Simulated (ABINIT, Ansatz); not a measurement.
# CrF6 (R-3): G0W0 with ABINIT, start to end, part 2 of 3

How does a plane-wave GW calculation on CrF6 (R-3) run from the first input to the gap?

ABINIT 10.8.3; PBEsol and many-body steps on it, plane waves. Known limits of the many-body steps: not at the basis limit; no spin polarisation; d states lean on the start; coarse k mesh.

So far. Step 2 (Ground state): The gap is indirect, with the least direct gap 0.06 eV higher.

## (3) Bands along the symmetry lines

Level of this step: DFT, PBEsol, plane waves, norm-conserving pseudopotentials (ABINIT).

The cheap functional maps the bands first; the places of the edges decide which points the dearer methods must see.

run.abi

```
acell 3*1.0 Angstrom
rprim 
  2.402403871812 1.387028522093 4.369215055800
  -2.402403871812 1.387028522093 4.369215055800
  0.000000000000 -2.774057044186 4.369215055800
ntypat 2
znucl 24 9
natom 7
typat 1 2 2 2 2 2 2
xred 
  0.000000000000 0.000000000000 0.000000000000
  0.368598720000 0.081843300000 0.779004130000
  0.081843300000 0.779004130000 0.368598720000
  0.220995870000 0.631401280000 0.918156700000
  0.918156700000 0.220995870000 0.631401280000
  0.631401280000 0.918156700000 0.220995870000
  0.779004130000 0.368598720000 0.081843300000
pp_dirpath "pseudos"
pseudos "Cr.upf, F.upf"
ecut 43
iscf -2
irdden 1
kptopt 0
nkpt 31
kpt 
  0.00000000 0.00000000 0.00000000
  -0.12500000 -0.12500000 -0.12500000
  -0.25000000 -0.25000000 -0.25000000
  -0.37500000 -0.37500000 -0.37500000
  -0.50000000 -0.50000000 -0.50000000
  -0.50000000 -0.43346293 -0.56653707
  -0.50000000 -0.36692586 -0.63307414
  -0.50000000 -0.30038879 -0.69961121
  -0.50000000 -0.23385172 -0.76614828
  -0.23385172 0.23385172 -0.50000000
  -0.17538879 0.17538879 -0.50000000
  -0.11692586 0.11692586 -0.50000000
  -0.05846293 0.05846293 -0.50000000
  0.00000000 0.00000000 -0.50000000
  0.00000000 0.00000000 -0.37500000
  0.00000000 0.00000000 -0.25000000
  0.00000000 0.00000000 -0.12500000
  0.00000000 0.00000000 0.00000000
  0.00000000 0.09173146 -0.09173146
  0.00000000 0.18346293 -0.18346293
  0.00000000 0.27519439 -0.27519439
  0.00000000 0.36692586 -0.36692586
  -0.36692586 0.00000000 -0.63307414
  -0.40019439 0.00000000 -0.59980561
  -0.43346293 0.00000000 -0.56653707
  -0.46673147 0.00000000 -0.53326853
  -0.50000000 0.00000000 -0.50000000
  -0.37500000 0.00000000 -0.37500000
  -0.25000000 0.00000000 -0.25000000
  -0.12500000 0.00000000 -0.12500000
  0.00000000 0.00000000 0.00000000
istwfk *1
nband 35
nbdbuf 2
tolwfr 1e-08
nstep 40
prtwf 0
prtvol 0
indata_prefix "in"
outdata_prefix "out"
tmpdata_prefix "tmp"
```

Launch:

```
OMP_NUM_THREADS=1 mpirun -n 4 abinit run.abi > log
```

Numbers of over 12 decimals in the logs are rounded to 6 here.

The program printed:

```text
.Version 10.8.3 of ABINIT. v10.8.2 released Aug 2026.

 Symmetries : space group R-3 (#148); Bravais hR (rhombohedral)
[... echo of the input left out ...]
== DATASET  1 ==================================================================
-   mpi_nproc: 4, omp_nthreads: 1 (-1 if OMP is not activated)

--- !DatasetInfo
iteration_state: {dtset: 1, }
dimensions: {natom: 7, nkpt: 31, mband: 35, nsppol: 1, nspinor: 1, nspden: 1, mpw: 7993, }
cutoff_energies: {ecut:  43.0, pawecutdg:  -1.0, }
electrons: {nelect:   5.60000000E+01, charge:   0.00000000E+00, occopt:   1.00000000E+00, tsmear:   1.00000000E-02, }

 Real(R)+Recip(G) space primitive vectors, cartesian coordinates (Bohr,Bohr^-1):
 R(1)=  4.5398854  2.6211040  8.2566198  G(1)=  0.1101349  0.0635864  0.0403716
 R(2)= -4.5398854  2.6211040  8.2566198  G(2)= -0.1101349  0.0635864  0.0403716
 R(3)=  0.0000000 -5.2422081  8.2566198  G(3)=  0.0000000 -0.1271729  0.0403716
 Unit cell volume ucvol=  5.8949847E+02 bohr^3
 Angles (23,13,12)=  5.53157509E+01  5.53157509E+01  5.53157509E+01 degrees

 getcut: wavevector=  0.0000  0.0000  0.0000  ngfft=  60  60  60
         ecut(hartree)=     43.000   => boxcut(ratio)=   2.07829

--- Pseudopotential description ------------------------------------------------
- Cr Generated using ONCVPSP code by D. R. Hamann
- 24.00000  14.00000  180301                  znucl, zion, pspdat
12 -116133 2 -1 1638                          pspcod,pspxc,lmax,lloc,mmax
     nproj     2     2     2
  pspatm : epsatm=   17.25290059
         --- l  ekb(1:nproj) -->
             0    6.336119   -1.235453
             1    1.195472   -0.853463
             2   -6.278788   -1.744536
 pspatm: atomic psp has been read  and splines computed

- F Generated using ONCVPSP code by D. R. Hamann
-  9.00000   7.00000  180301                  znucl, zion, pspdat
12 -116133 2 -1 832                           pspcod,pspxc,lmax,lloc,mmax
     nproj     2     2     1
  pspatm : epsatm=    4.89824381
         --- l  ekb(1:nproj) -->
[...]
2   -2.394754
 pspatm: atomic psp has been read  and splines computed

--------------------------------------------------------------------------------

================================================================================
 prteigrs : about to open file out_EIG
 Non-SCF case, kpt    1 (  0.00000  0.00000  0.00000), residuals and eigenvalues=
  4.33E-09  8.55E-09  2.85E-09  4.02E-09  2.41E-09  2.40E-09  4.81E-09  4.70E-09
  2.07E-09  2.91E-09  2.14E-09  4.78E-09  5.76E-09  8.84E-09  8.52E-09  2.59E-09
  1.76E-09  2.13E-09  6.23E-09  2.39E-09  6.21E-09  6.96E-09  8.96E-09  5.32E-09
[...]
-2.7600E+00 -1.7105E+00 -1.7104E+00 -1.7104E+00 -8.6528E-01 -8.3528E-01
 -8.3528E-01 -8.2203E-01 -8.1952E-01 -8.1952E-01 -2.4645E-01 -2.4645E-01
 -2.4056E-01 -2.2576E-01 -2.2576E-01 -2.1832E-01 -1.8267E-01 -1.8267E-01
[...]
-1.7469E-01 -1.3951E-01 -1.1432E-01 -1.1432E-01 -1.1389E-01 -1.0493E-01
 -1.0493E-01 -1.0343E-01 -1.0119E-01 -1.0119E-01 -2.2833E-02 -1.5368E-02
 -1.5368E-02  1.0650E-01  1.0650E-01  2.8806E-01  5.0006E-01

--- !ResultsGS
iteration_state: {dtset: 1, }
comment   : Summary of ground state results
lattice_vectors:
- [  4.5398854,   2.6211040,   8.2566198, ]
- [ -4.5398854,   2.6211040,   8.2566198, ]
- [  0.0000000,  -5.2422081,   8.2566198, ]
lattice_lengths: [   9.78021,    9.78021,    9.78021, ]
lattice_angles: [ 55.316,  55.316,  55.316, ] # degrees, (23, 13, 12)
lattice_volume:   5.8949847E+02
convergence: {deltae:  0.000E+00, res2:  0.000E+00, residm:  9.996E-09, diffor:  0.000E+00, }
etotal    :  -2.36274529E+02
entropy   :   0.00000000E+00
fermie    :  -9.39977814E-02
cartesian_stress_tensor: null
pressure_GPa: null
xred      :
- [  0.0000E+00,   0.0000E+00,   0.0000E+00, Cr]
- [  3.6860E-01,   8.1843E-02,   7.7900E-01,  F]
- [  8.1843E-02,   7.7900E-01,   3.6860E-01,  F]
- [  2.2100E-01,   6.3140E-01,   9.1816E-01,  F]
- [  9.1816E-01,   2.2100E-01,   6.3140E-01,  F]
- [  6.3140E-01,   9.1816E-01,   2.2100E-01,  F]
- [  7.7900E-01,   3.6860E-01,   8.1843E-02,  F]
cartesian_forces: null
force_length_stats: {min: null, max: null, mean: null, }

 Integrated electronic density in atomic spheres:
 ------------------------------------------------
 Atom  Sphere_radius  Integrated_density
[...]
================================================================================

 ----iterations are completed or convergence reached----

 Mean square residual over all n,k,spin=   47.764E-10; max=  99.964E-10
 reduced coordinates (array xred) for    7 atoms
[...]
cartesian coordinates (angstrom) at end:
    1      0.000000     0.000000     0.000000
    2      0.688902    -1.536226     5.371715
    3     -1.674862     0.171506     5.371715
    4     -0.985960    -1.364720     7.735931
    5      1.674862    -0.171506     7.735931
    6     -0.688902     1.536226     7.735931
    7      0.985960     1.364720     5.371715
 length scales=  1.889726125908  1.889726125908  1.889726125908 bohr
              =  1.000000000000  1.000000000000  1.000000000000 angstroms
 prteigrs : about to open file out_EIG
 Eigenvalues (hartree) for nkpt=  31  k points:
 kpt#   1, nband= 35, wtk=  1.00000, kpt=  0.0000  0.0000  0.0000 (reduced coord)
[...]
kpt#   2, nband= 35, wtk=  1.00000, kpt= -0.1250 -0.1250 -0.1250 (reduced coord)
[...]
kpt#   3, nband= 35, wtk=  1.00000, kpt= -0.2500 -0.2500 -0.2500 (reduced coord)
[...]
kpt#  30, nband= 35, wtk=  1.00000, kpt= -0.1250  0.0000 -0.1250 (reduced coord)
[...]
0.10639    0.29854    0.49663
 kpt#  31, nband= 35, wtk=  1.00000, kpt=  0.0000  0.0000  0.0000 (reduced coord)
[...]
-0.18267   -0.18267   -0.17469   -0.13951   -0.11432   -0.11432   -0.11389   -0.10493
  -0.10493   -0.10343   -0.10119   -0.10119   -0.02283   -0.01537   -0.01537    0.10650
   0.10650    0.28806    0.50006

== END DATASET(S) ==============================================================
================================================================================

 -outvars: echo values of variables after computation  --------
            nband          35
             nkpt          31
          spgroup         148
 [... the other variables as echoed above ...]

 Calculation completed.
```

Run time: 49 s. Hardware: 4 MPI ranks of Arm Neoverse V1, shared host; peak memory 0.51 GiB; 3.3 min of CPU time.

Numbers from this step:

* gap: 1.937 eV
* k of the valence top: -0.4335, 0, -0.5665
* k of the conduction bottom: 0, 0, 0
* least direct gap: 1.992 eV

The gap is 1.937 eV, as in the run before at this level.

Electronic bands along the path, in eV, zero at the top of the highest filled band:

```tsv
point	band 25	band 26	band 27	band 28	band 29	band 30	band 31	band 32
Γ	-0.30	-0.26	-0.20	-0.20	1.94	2.14	2.14	5.46
T	-0.36	-0.36	-0.14	-0.14	2.10	2.22	2.22	5.39
H2	-0.71	-0.16	-0.12	-0.02	2.12	2.17	2.29	5.30
jump to H0	-0.71	-0.16	-0.12	-0.02	2.12	2.17	2.29	5.30
L	-0.37	-0.23	-0.14	-0.08	1.98	2.12	2.33	5.32
Γ	-0.30	-0.26	-0.20	-0.20	1.94	2.14	2.14	5.46
S0	-0.50	-0.20	-0.11	0.00	2.08	2.16	2.29	5.30
jump to S2	-0.50	-0.20	-0.11	0.00	2.08	2.16	2.29	5.30
F	-0.43	-0.27	-0.14	0.00	1.99	2.18	2.35	5.26
Γ	-0.30	-0.26	-0.20	-0.20	1.94	2.14	2.14	5.46
```

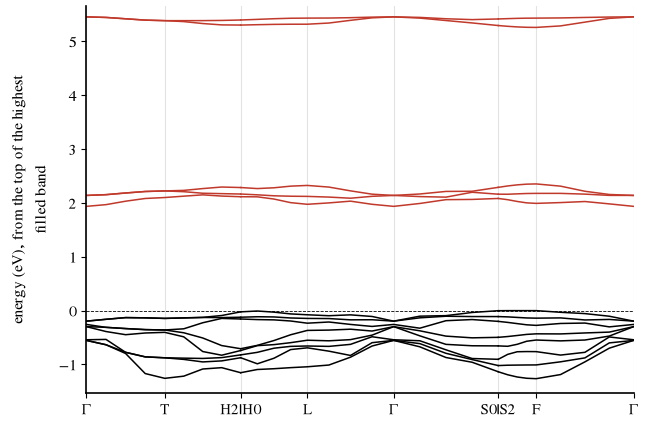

Electronic bands along the path; lines of filled and empty bands in two colours.

## (4) Empty states on the mesh, 2×2×2 mesh, 76 bands

The sums over transitions need many empty states on a uniform mesh; this step solves for them.

run.abi

```
acell 3*1.0 Angstrom
rprim 
  2.402403871812 1.387028522093 4.369215055800
  -2.402403871812 1.387028522093 4.369215055800
  0.000000000000 -2.774057044186 4.369215055800
ntypat 2
znucl 24 9
natom 7
typat 1 2 2 2 2 2 2
xred 
  0.000000000000 0.000000000000 0.000000000000
  0.368598720000 0.081843300000 0.779004130000
  0.081843300000 0.779004130000 0.368598720000
  0.220995870000 0.631401280000 0.918156700000
  0.918156700000 0.220995870000 0.631401280000
  0.631401280000 0.918156700000 0.220995870000
  0.779004130000 0.368598720000 0.081843300000
pp_dirpath "pseudos"
pseudos "Cr.upf, F.upf"
ecut 43
ngkpt 2 2 2
nshiftk 1
shiftk 0 0 0
kptopt 1
chksymbreak 0
iscf -2
irdden 1
istwfk *1
nband 76
nbdbuf 6
tolwfr 1e-09
nstep 60
prtvol 0
indata_prefix "in"
outdata_prefix "out"
tmpdata_prefix "tmp"
```

The program printed:

```text
.Version 10.8.3 of ABINIT. v10.8.2 released Aug 2026.

 Symmetries : space group R-3 (#148); Bravais hR (rhombohedral)
[... echo of the input left out ...]
== DATASET  1 ==================================================================
-   mpi_nproc: 4, omp_nthreads: 1 (-1 if OMP is not activated)

--- !DatasetInfo
iteration_state: {dtset: 1, }
dimensions: {natom: 7, nkpt: 4, mband: 76, nsppol: 1, nspinor: 1, nspden: 1, mpw: 7993, }
cutoff_energies: {ecut:  43.0, pawecutdg:  -1.0, }
electrons: {nelect:   5.60000000E+01, charge:   0.00000000E+00, occopt:   1.00000000E+00, tsmear:   1.00000000E-02, }

 Real(R)+Recip(G) space primitive vectors, cartesian coordinates (Bohr,Bohr^-1):
 R(1)=  4.5398854  2.6211040  8.2566198  G(1)=  0.1101349  0.0635864  0.0403716
 R(2)= -4.5398854  2.6211040  8.2566198  G(2)= -0.1101349  0.0635864  0.0403716
 R(3)=  0.0000000 -5.2422081  8.2566198  G(3)=  0.0000000 -0.1271729  0.0403716
 Unit cell volume ucvol=  5.8949847E+02 bohr^3
 Angles (23,13,12)=  5.53157509E+01  5.53157509E+01  5.53157509E+01 degrees

 getcut: wavevector=  0.0000  0.0000  0.0000  ngfft=  60  60  60
         ecut(hartree)=     43.000   => boxcut(ratio)=   2.07829

--- Pseudopotential description ------------------------------------------------
- Cr Generated using ONCVPSP code by D. R. Hamann
- 24.00000  14.00000  180301                  znucl, zion, pspdat
12 -116133 2 -1 1638                          pspcod,pspxc,lmax,lloc,mmax
     nproj     2     2     2
  pspatm : epsatm=   17.25290059
         --- l  ekb(1:nproj) -->
             0    6.336119   -1.235453
             1    1.195472   -0.853463
             2   -6.278788   -1.744536
 pspatm: atomic psp has been read  and splines computed

- F Generated using ONCVPSP code by D. R. Hamann
-  9.00000   7.00000  180301                  znucl, zion, pspdat
12 -116133 2 -1 832                           pspcod,pspxc,lmax,lloc,mmax
     nproj     2     2     1
  pspatm : epsatm=    4.89824381
         --- l  ekb(1:nproj) -->
[...]
2   -2.394754
 pspatm: atomic psp has been read  and splines computed

--------------------------------------------------------------------------------

================================================================================
 prteigrs : about to open file out_EIG
 Non-SCF case, kpt    1 (  0.00000  0.00000  0.00000), residuals and eigenvalues=
  4.33E-10  4.58E-10  2.31E-10  3.25E-10  4.29E-10  4.61E-10  7.72E-10  7.97E-10
  3.97E-10  6.55E-10  2.53E-10  5.85E-10  5.10E-10  2.85E-10  3.83E-10  2.05E-10
  6.22E-10  8.42E-10  8.68E-10  1.15E-10  1.94E-10  3.28E-10  1.43E-10  1.59E-10
[...]
9.64E-06  9.39E-06  1.64E-04  6.06E-05
 -2.7600E+00 -1.7105E+00 -1.7104E+00 -1.7104E+00 -8.6528E-01 -8.3528E-01
 -8.3528E-01 -8.2203E-01 -8.1952E-01 -8.1952E-01 -2.4645E-01 -2.4645E-01
 -2.4056E-01 -2.2576E-01 -2.2576E-01 -2.1832E-01 -1.8267E-01 -1.8267E-01
[...]
1.0819E+00  1.1225E+00  1.1436E+00  1.1436E+00  1.1481E+00  1.1900E+00
  1.1900E+00  1.2057E+00  1.2268E+00  1.2268E+00  1.2271E+00  1.2271E+00
  1.3367E+00  1.3565E+00  1.3567E+00  1.3648E+00
 prteigrs : prtvol=0 or 1, do not print more k-points.

--- !ResultsGS
iteration_state: {dtset: 1, }
comment   : Summary of ground state results
lattice_vectors:
- [  4.5398854,   2.6211040,   8.2566198, ]
- [ -4.5398854,   2.6211040,   8.2566198, ]
- [  0.0000000,  -5.2422081,   8.2566198, ]
lattice_lengths: [   9.78021,    9.78021,    9.78021, ]
lattice_angles: [ 55.316,  55.316,  55.316, ] # degrees, (23, 13, 12)
lattice_volume:   5.8949847E+02
convergence: {deltae:  0.000E+00, res2:  0.000E+00, residm:  9.907E-10, diffor:  0.000E+00, }
etotal    :  -2.36274529E+02
entropy   :   0.00000000E+00
fermie    :  -9.39977814E-02
cartesian_stress_tensor: null
pressure_GPa: null
xred      :
- [  0.0000E+00,   0.0000E+00,   0.0000E+00, Cr]
- [  3.6860E-01,   8.1843E-02,   7.7900E-01,  F]
- [  8.1843E-02,   7.7900E-01,   3.6860E-01,  F]
- [  2.2100E-01,   6.3140E-01,   9.1816E-01,  F]
- [  9.1816E-01,   2.2100E-01,   6.3140E-01,  F]
- [  6.3140E-01,   9.1816E-01,   2.2100E-01,  F]
- [  7.7900E-01,   3.6860E-01,   8.1843E-02,  F]
cartesian_forces: null
force_length_stats: {min: null, max: null, mean: null, }

 Integrated electronic density in atomic spheres:
 ------------------------------------------------
 Atom  Sphere_radius  Integrated_density
[...]
================================================================================

 ----iterations are completed or convergence reached----

 Mean square residual over all n,k,spin=   45.081E-11; max=  99.070E-11
 reduced coordinates (array xred) for    7 atoms
[...]
0.631401280000      0.918156700000      0.220995870000
       0.779004130000      0.368598720000      0.081843300000

 cartesian coordinates (angstrom) at end:
    1      0.000000     0.000000     0.000000
[...]
7      0.985960     1.364720     5.371715
 length scales=  1.889726125908  1.889726125908  1.889726125908 bohr
              =  1.000000000000  1.000000000000  1.000000000000 angstroms
 prteigrs : about to open file out_EIG
 Eigenvalues (hartree) for nkpt=   4  k points:
 kpt#   1, nband= 76, wtk=  0.12500, kpt=  0.0000  0.0000  0.0000 (reduced coord)
[...]
1.07281    1.07281    1.07362    1.07362    1.08190    1.12251    1.14362    1.14362
   1.14811    1.18999    1.18999    1.20572    1.22679    1.22679    1.22707    1.22707
   1.33671    1.35654    1.35672    1.36480
 prteigrs : prtvol=0 or 1, do not print more k-points.

== END DATASET(S) ==============================================================
================================================================================

 -outvars: echo values of variables after computation  --------
            nband          76
             nkpt           4
          spgroup         148
 [... the other variables as echoed above ...]

 Calculation completed.
```

The job ended after 17 s (4 MPI ranks; peak memory 0.43 GiB).

This step gave:

```
gap                                                           : 1.937 eV
k of the valence top                                          : 0.5, 0.5, 0
k of the conduction bottom                                    : 0, 0, 0
least direct gap                                              : 1.992 eV
k points computed                                             : 4
lowest point of the top converged band, above the valence top : 35.94 eV
```

On this mesh the gap is 1.937 eV.

## (5) Screening, 2×2×2 mesh, 70 bands, screening to 98 eV

The RPA dielectric matrix is built and inverted for each q.

This step: RPA screening on PBEsol, plane waves, norm-conserving pseudopotentials.

Edit run.abi of step 4 so:

```diff
@@ -25,10 +25,11 @@
 chksymbreak 0
-iscf -2
-irdden 1
 istwfk *1
-nband 76
-nbdbuf 6
-tolwfr 1e-09
-nstep 60
-prtvol 0
+occopt 1
+irdwfk 1
+optdriver 3
+nband 70
+ecuteps 3.6
+inclvkb 2
+awtr 1
+symchi 1
 indata_prefix "in"
```

The program printed:

```text
.Version 10.8.3 of ABINIT. v10.8.2 released Aug 2026.

 Symmetries : space group R-3 (#148); Bravais hR (rhombohedral)
[... echo of the input left out ...]
== DATASET  1 ==================================================================
-   mpi_nproc: 4, omp_nthreads: 1 (-1 if OMP is not activated)

--- !DatasetInfo
iteration_state: {dtset: 1, }
dimensions: {natom: 7, nkpt: 4, mband: 70, nsppol: 1, nspinor: 1, nspden: 1, mpw: 7993, }
cutoff_energies: {ecut:  43.0, pawecutdg:  -1.0, }
electrons: {nelect:   5.60000000E+01, charge:   0.00000000E+00, occopt:   1.00000000E+00, tsmear:   1.00000000E-02, }

 SCREENING: Calculation of the susceptibility and dielectric matrices

 Based on a program developped by R.W. Godby, V. Olevano, G. Onida, and L. Reining.
 Incorporated in ABINIT by V. Olevano, G.-M. Rignanese, and M. Torrent.
.Using double precision arithmetic ; gwpc =  8

[... cell and pseudopotentials left out ...]
--------------------------------------------------------------------------------

 ==== K-mesh for the wavefunctions ====
 Number of points in the irreducible wedge :     4
[... list of points left out ...]
 Together with  6 symmetry operations and time-reversal symmetry
 yields     8 points in the full Brillouin Zone.

 ==== Q-mesh for the screening function ====
 Number of points in the irreducible wedge :     4
[... list of points left out ...]
 Together with  6 symmetry operations and time-reversal symmetry
 yields     8 points in the full Brillouin Zone.

 setmesh: FFT mesh size selected  =    40x   40x   40
          total number of points  =        64000

 vcoul_init : cutoff-mode = AUXILIARY_FUNCTION
 q-points for optical limit:   1
     1)      0.000010    0.000020    0.000030

- screening: taking advantage of time-reversal symmetry
- Maximum band index for partially occupied states nbvw = 28
- Remaining bands to be divided among processors   nbcw = 42
- Number of bands treated by each node ~10

 Number of electrons calculated from density =   56.0000; Expected =   56.0000
 average of density, n =  0.094996
 r_s =    1.3596
 omega_plasma =   29.7309 [eV]

 calculating chi0 at frequencies [eV] :
  1    0.000000E+00    0.000000E+00
  2    0.000000E+00    2.973091E+01

--------------------------------------------------------------------------------
  q-point number  1        q = ( 0.000000, 0.000000, 0.000000) [r.l.u.]
--------------------------------------------------------------------------------
[... chi0 elements left out ...]
 For q-point:  0.000010 0.000020 0.000030
  dielectric constant =   3.3783
  dielectric constant without local fields =   6.2296

  Average fulfillment of the sum rule on Im[epsilon] for q-point    1 :     25.53  [%]
[... wings left out ...]
  q-point number  2        q = ( 0.500000, 0.000000, 0.000000) [r.l.u.]
--------------------------------------------------------------------------------
[... chi0 elements left out ...]
  Average fulfillment of the sum rule on Im[epsilon] for q-point    2 :     31.79  [%]

 [... 2 further q-points ...]
```

Run time: 16 s. Hardware: 4 MPI ranks; peak memory 1.2 GiB; 64 s of CPU time.

This step gave:

```
ε∞ with local fields, on this mesh, along the program's q direction : 3.378
the same without local fields                                       : 6.230
plasma frequency                                                    : 29.73 eV
plane waves in the screening matrix                                 : 193
```

Local fields lower ε∞ by 46 %. On a Γ-centred mesh this coarse the value itself is usually too large, while a short band sum pulls it down.

(Part 2 of 3 ends here.)

[Paths, hosts, dates, memory and timing lines, banners, echoed tables and standing remarks are left out of the program output.]

[Logs are printed without paths, hosts, clocks, repeated set-up lines and the standing remarks that a program may print on its own settings, such as how far it seeks lower states.]

[Runs of the session that timed out or met a known fault of the program may be left out.]

[Hosts, paths, dates, database ids (printed as entryN), source tags and the programs' standing remarks are cut or masked in the printed files.]

[G0W0 gaps are taken among the corrected bands and points alone; a level outside them can change the order at an edge.]

[Where Ansatz stands beside ABINIT at settings called matched, ABINIT's density can come from a denser mesh and the files from another edition; pairs whose starting gaps differed by over 0.03 eV were left out, so agreement reads better than it is.]
